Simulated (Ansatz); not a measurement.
# BeS, carrier doping

The parent structure is BeS in the zinc blende structure (space group F-43m, No. 216; a = 4.8760 Å).

Carriers are added at fixed cell with a uniform background; the Fermi–Dirac width is that of 300 K.

All numbers come from PBE in Ansatz (plane waves to 420 eV, PAW, no spin-orbit coupling).

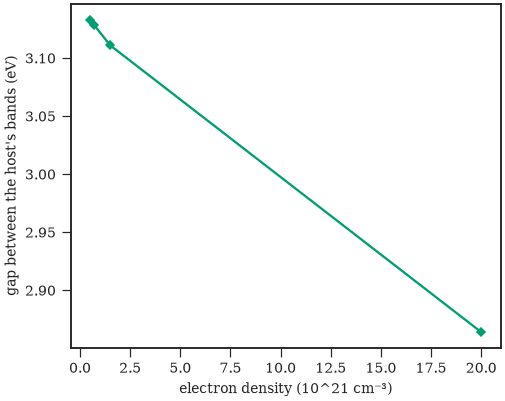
Fig. 1. Gap between the host's bands against electron density

Problem. From the plot, what is the gap between the host's bands for electrons 2.0×10^22 cm⁻³?

Solution. About 2.86 eV.

Problem. Is the trend monotonic over the range shown?

Solution. Yes, it falls throughout, spanning 2.86 eV to 3.13 eV.

Carriers are added with a uniform compensating background; total energy and stress of such cells depend on the potential's zero and are not compared; many-body gap narrowing is missing at this level. Whether these cells are dynamically stable was not tested.

Ansatz is a program for electronic structure.
